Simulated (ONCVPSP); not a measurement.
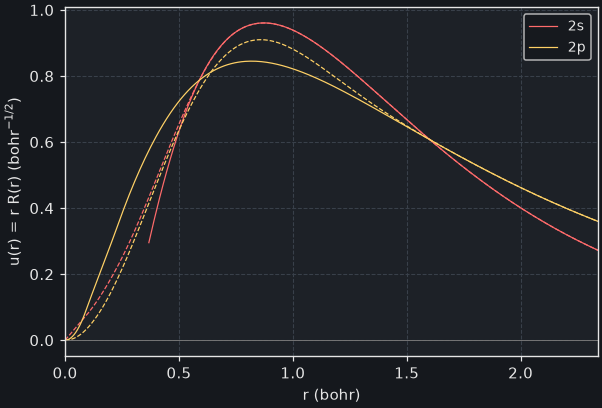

Figure 1. Pseudo-waves (dashed) against the all-electron radial functions (solid). The innermost oscillations of some all-electron curves aren't drawn. Reference configuration 2s2 2p4.

- Matching radii: 2s at 0.75 bohr; 2p at 1.80 bohr. The curves merge smoothly, so the plot gives these only roughly.
- Nodes of the pseudo-waves: 2s has no node; 2p has no node.

## O: pseudopotential generation

- system: oxygen (O, Z = 8), core [He], reference valence 2s2 2p4, valence charge 6.
- method: ONCV potential, PBEsol, scalar-relativistic, made with ONCVPSP 4.0.1

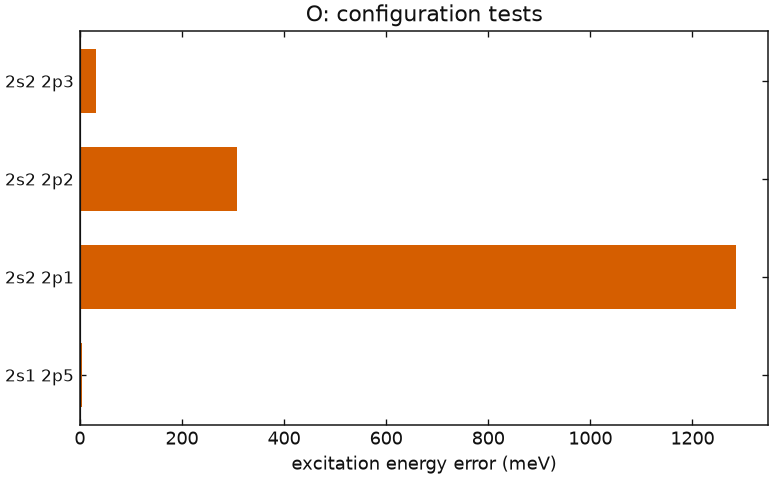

Figure 2. Errors, all-electron minus pseudo, of the energies of valence configurations relative to the unpolarised reference 2s2 2p4.

- Worst configuration: 2s2 2p1 (charge +3): the error is +1284 meV on an all-electron energy of +103.54 eV relative to the reference, or 1.2 %.
- Errors in meV: 2s2 2p3: +32; 2s2 2p2: +307; 2s2 2p1: +1284; 2s1 2p5: +4.7.
- Configurations within 10 meV and within 50 meV: 1 and 2 of 4.

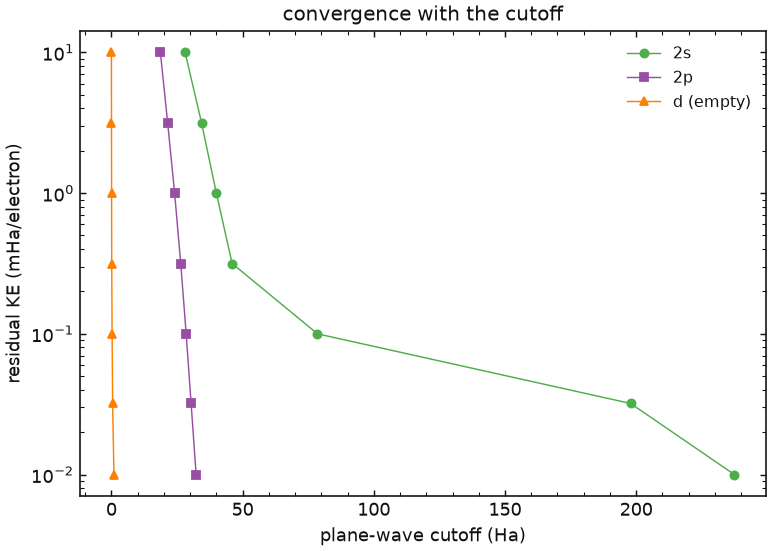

Figure 3. Residual kinetic energy of the pseudo-waves (the first of each channel, and further valence shells) beyond the plane-wave cutoff, as the generator prints it.

- Cutoffs for 1 mHa per electron: 2s: 40 Ha; 2p: 24 Ha; d (empty): 0.1 Ha.
- Cutoffs for the occupied states: 40 Ha for 1 mHa and 79 Ha for 0.1 mHa per electron. The first is set by 2s.
- Hardest wave at 1 mHa per electron: 2s, with rc = 0.75 bohr and qcut = 9.6 1/bohr. The optimisation minimises, but can't always remove, the kinetic energy above qcut²/2 = 46.1 Ha, and a larger rc would as a rule soften the wave at some cost in transferability.

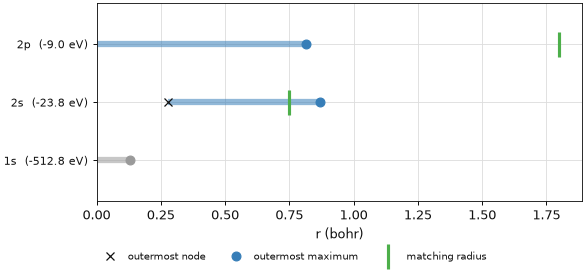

Figure 4. Outer shells of the all-electron reference atom: each bar runs from the outermost node (or the nucleus) to the outermost maximum of u(r); the tick is the radius chosen for the pseudo-wave. Shells without a tick have no pseudo-wave of their own. Levels, nodes and maxima are from ld1.x, scalar-relativistic.

- Radii against the shells: 2s: 0.75 bohr, between node and maximum; 2p: 1.80 bohr, outside the maximum.

These pictures come from the run below.

**Input file**
```
# ATOM AND REFERENCE CONFIGURATION
# atsym  z   nc   nv     iexc    psfile
  O 8.00    1    2  -116133      upf
#
#   n    l    f
    1    0    2.00
    2    0    2.00
    2    1    4.00
#
# PSEUDOPOTENTIAL AND OPTIMIZATION
# lmax
    2
#
#   l,   rc,      ep,       ncon, nbas, qcut
    0    0.75    0.00    3    7    9.60
    1    1.80    0.00    4    8    8.80
    2    1.45    0.04    4    8    5.70
#
# LOCAL POTENTIAL
# lloc, lpopt,  rc(5),   dvloc0
    4    2    0.55    1.00
#
# VANDERBILT-KLEINMAN-BYLANDER PROJECTORs
# l, nproj, debl
    0    2    4.65
    1    1    3.60
    2    2    2.80
#
# MODEL CORE CHARGE
# icmod, fcfact, rcfact
    3    2.00    1.15
#
# LOG DERIVATIVE ANALYSIS
# epsh1, epsh2, depsh
   -2.00    5.00    0.02
#
# OUTPUT GRID
# rlmax, drl
    6.00    0.01
#
# TEST CONFIGURATIONS
# ncnf
    4
# nvcnf
#   n    l    f
    2
    2    0    2.00
    2    1    3.00
#
    2
    2    0    2.00
    2    1    2.00
#
    2
    2    0    2.00
    2    1    1.00
#
    2
    2    0    1.00
    2    1    5.00
#
```

Run as:
```bash
oncvpsp.x < O.dat > O.out
```

**The program's output (extracts)**
```
ONCVPSP  (Optimized Norm-Conservinng Vanderbilt PSeudopotential)
scalar-relativistic version 4.0.1

#   n    l    f        energy (Ha)
    1    0    2.00    -1.8844056E+01
    2    0    2.00    -8.7494968E-01
    2    1    4.00    -3.2979645E-01

Reference configufation results
  iterations    23
  all-electron total energy (Ha)   -7.47488464D+01

Begin loop to  construct optimized pseudo wave functions
and semi-local pseudopoentials for all angular momenta

   Wellstate for l =  0  n =  4
     eigenvalue =   3.7751
     asymptotic potential =   4.2751
     half-point radius =  2.3417

Calculating optimized projector #   1

 for l=   0

    Fraction of norm inside rc  0.229403
    Optimizing pswf for qcut=   9.57 a_B^-1,  ecut=  45.83 Ha
    Residual kinetic energy error=  3.15D-04 Ha

    Energy error per electron        Cutoff
         Ha          eV             Ha
         0.01000     0.27211       28.08
         0.00100     0.02721       39.99
         0.00010     0.00272       78.54
         0.00001     0.00027      237.41

Calculating optimized projector #   2

 for l=   0

    Fraction of norm inside rc  0.052920
    Optimizing pswf for qcut=   9.57 a_B^-1,  ecut=  45.83 Ha
    Residual kinetic energy error=  3.16D-04 Ha

    Energy error per electron        Cutoff
         Ha          eV             Ha
         0.01000     0.27211       25.90
         0.00100     0.02721       38.96
         0.00010     0.00272      127.77
         0.00001     0.00027      364.51

Calculating optimized projector #   1

 for l=   1

    Fraction of norm inside rc  0.810584
    Optimizing pswf for qcut=   8.81 a_B^-1,  ecut=  38.79 Ha
    Residual kinetic energy error=  3.74D-08 Ha

    Energy error per electron        Cutoff
         Ha          eV             Ha
         0.01000     0.27211       18.66
         0.00100     0.02721       24.09
         0.00010     0.00272       28.48
         0.00001     0.00027       32.28

   Wellstate for l =  2  n =  3
     eigenvalue =   0.0400
     asymptotic potential =   0.5400
     half-point radius = 48.0431

   Wellstate for l =  2  n =  4
     eigenvalue =   2.8400
     asymptotic potential =   3.3400
     half-point radius =  2.7797

Calculating optimized projector #   1

 for l=   2

    Fraction of norm inside rc  0.000007
    Optimizing pswf for qcut=   5.71 a_B^-1,  ecut=  16.29 Ha
    Residual kinetic energy error=  1.08D-08 Ha

    Energy error per electron        Cutoff
         Ha          eV             Ha
         0.01000     0.27211        0.00
         0.00100     0.02721        0.06
         0.00010     0.00272        0.25
         0.00001     0.00027        0.95

Calculating optimized projector #   2

 for l=   2

    Fraction of norm inside rc  0.240297
    Optimizing pswf for qcut=   5.71 a_B^-1,  ecut=  16.29 Ha
    Residual kinetic energy error=  5.14D-03 Ha

    Energy error per electron        Cutoff
         Ha          eV             Ha
         0.01000     0.27211       14.12
         0.00100     0.02721       20.58
         0.00010     0.00272       42.77
         0.00001     0.00027      100.72

Construct Vanderbilt / Kleinmman-Bylander projectors

B matrix Hermiticity error, ll=   0
   1   2   -2.7218E-04

  Orthonormal projector coefficients  1.3656E+01  1.9406E+00

B matrix Hermiticity error, ll=   2
   1   2    4.4490E-07

  Orthonormal projector coefficients -1.1372E+01 -3.6332E+00

Model core correction analysis
  based on d2Exc/dn_idn_j

d2excae - all-electron derivatives

   -5.267672D-02   -4.559931D-02
   -4.560118D-02   -4.423572D-02

d2excps - pseudofunction derivatives with no core correction

   -5.201619D-02   -4.777331D-02
   -4.777430D-02   -4.491437D-02

rms 2nd derivative error    1.608227E-03

rmatch, rhocmatch    0.3992    8.4996

Teter function model core charge with specified parameters

d2excps - pseudofunction derivatives with core correction

   -5.149595D-02   -4.744643D-02
   -4.744728D-02   -4.467578D-02

rms 2nd derivative error    1.449812E-03

Pseudoatom total energy  -15.520679

Diagnostic tests using Vanderbilt-Kleinman-Bylander pseudopotentials
  1 or more projectors used as specified by nproj input data

   l    rcore       rmatch      e in        delta e   norm test  slope test

   0   0.7525286   0.7753770  -0.8749497   0.0000207   1.0000559   0.9998564
   0   0.7525286   0.7753770   3.7750503   0.0005664   1.0002952   1.0002952

   1   1.8023046   1.8570265  -0.3297964  -0.0000011   0.9999980   1.0000041

   2   1.4531180   1.4972378   0.0400000   0.0000067   1.0000391   1.0000391
   2   1.4531180   1.4972378   2.8400000   0.0000208   1.0001940   1.0001940

 Testing for bound ghosts
   n   l    E NL Schr. Eq   E Basis Diag.   E Cutoff

   1   0       -0.874929       -0.750617    328.68

   2   1       -0.329798       -0.328859     68.46

 Testing for highly-localized positive-energy ghosts
       l    <radius>/rc     E Basis Diag.   E Cutoff

Test configuration 0

   n   l     f        eae           eps        diff
   1   0  2.0000  -18.84405558
   2   0  2.0000   -0.87494968   -0.87492901    2.07D-05
   2   1  4.0000   -0.32979645   -0.32979755   -1.10D-06

    Total energies and differences
      AE_ref= -7.47488464D+01  AE_tst= -7.47488464D+01  dif=  0.00D+00
      PS_ref= -1.55206790D+01  PS_tst= -1.55206790D+01  dif=  3.20D-14
      PSP excitation error= -3.20D-14

Test configuration 1

   n   l     f        eae           eps        diff
   1   0  2.0000  -19.53636641
   2   0  2.0000   -1.45099116   -1.45176255   -7.71D-04
   2   1  3.0000   -0.89529505   -0.89163619    3.66D-03

    Total energies and differences
      AE_ref= -7.47488464D+01  AE_tst= -7.41476423D+01  dif=  6.01D-01
      PS_ref= -1.55206790D+01  PS_tst= -1.49206473D+01  dif=  6.00D-01
      PSP excitation error=  1.17D-03

Test configuration 2

   n   l     f        eae           eps        diff
   1   0  2.0000  -20.42356599
   2   0  2.0000   -2.13629191   -2.13222533    4.07D-03
   2   1  2.0000   -1.58428943   -1.56486174    1.94D-02

    Total energies and differences
      AE_ref= -7.47488464D+01  AE_tst= -7.29173588D+01  dif=  1.83D+00
      PS_ref= -1.55206790D+01  PS_tst= -1.37004571D+01  dif=  1.82D+00
      PSP excitation error=  1.13D-02

Test configuration 3

   n   l     f        eae           eps        diff
   1   0  2.0000  -21.48996181
   2   0  2.0000   -2.91170515   -2.89062484    2.11D-02
   2   1  1.0000   -2.37983204   -2.32282399    5.70D-02

    Total energies and differences
      AE_ref= -7.47488464D+01  AE_tst= -7.09436692D+01  dif=  3.81D+00
      PS_ref= -1.55206790D+01  PS_tst= -1.17627000D+01  dif=  3.76D+00
      PSP excitation error=  4.72D-02

Test configuration 4

   n   l     f        eae           eps        diff
   1   0  2.0000  -18.86943363
   2   0  1.0000   -0.89202786   -0.89371930   -1.69D-03
   2   1  5.0000   -0.34541289   -0.34745173   -2.04D-03

    Total energies and differences
      AE_ref= -7.47488464D+01  AE_tst= -7.42029585D+01  dif=  5.46D-01
      PS_ref= -1.55206790D+01  PS_tst= -1.49749650D+01  dif=  5.46D-01
      PSP excitation error=  1.74D-04
```

**Key numbers**

- outcome: generated
- cutoffs needed: 40 Ha and 79 Ha (the cutoffs at which the residual kinetic energy of the hardest occupied pseudo-wave falls to 1 and 0.1 mHa per electron)
- ghost test: no bound ghost flagged; no localised positive-energy state flagged
- largest excitation error: +1284 meV (all-electron minus pseudo) for 2s2 2p1, out of 4 test configurations
- rms error of d²Exc/dni dnj: 1.61 mHa without and 1.45 mHa with the model core
- range over which the phases arctan(r R′/R) at the test radius agree within 0.05 rad (a looser test near the poles than one of phase shifts): s: over the whole range computed; p: up to about 0.9 Ha; d: over the whole range computed; f: not judged, local potential alone
- hardware: 1 CPU thread, shared host
- wall time: 3.3 s

**Notes**

An excitation error of 1284 meV in its own tests makes this a poorly transferable potential.
